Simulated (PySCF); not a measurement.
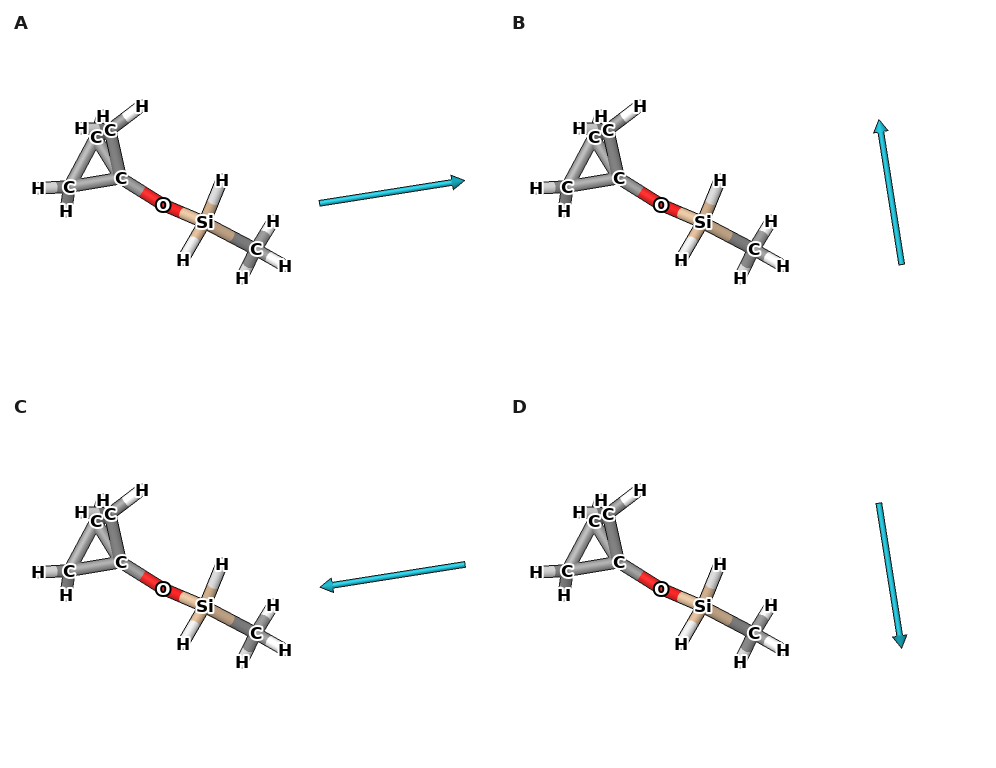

The same molecule four times, each with an arrow. The computed structure is the end point of a GFN2-xTB optimisation. No frequency run is at hand to confirm it as a minimum. Properties computed with CAM-B3LYP/def2-SVPD, gas phase (PySCF 2.14.0).

Which arrow points along the dipole moment, from the negative to the positive end?

A. The dipole moment is 0.56 D.

The geometry is semi-empirical. Around Si such bond lengths and angles can be off by a tenth of an ångström or more and by several degrees, and values that hang on the shape move with them.
